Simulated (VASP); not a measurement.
Band structure of NaLiZnS2 (space group P3m1). Calculation: r2SCAN meta-GGA, VASP's PBE PAW potentials (set 64) (plane waves; VASP).

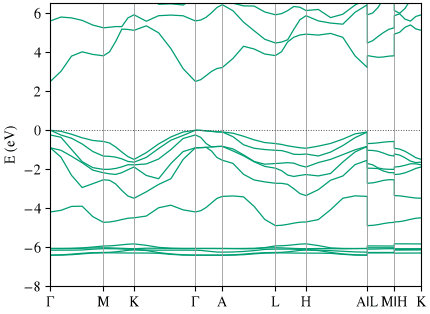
Figure. Bands along high-symmetry lines, zero at the valence-band maximum or, without a gap, the Fermi level

Problem. Read the plot: is there a gap, and where are the band edges?

Solution. The gap is direct, 2.50 eV, from the valence maximum at Γ to the conduction minimum at Γ.

The structure comes from a computed database's NaLiZnS2 entry (P3m1); how it stands against other phases isn't given here. It was relaxed first.
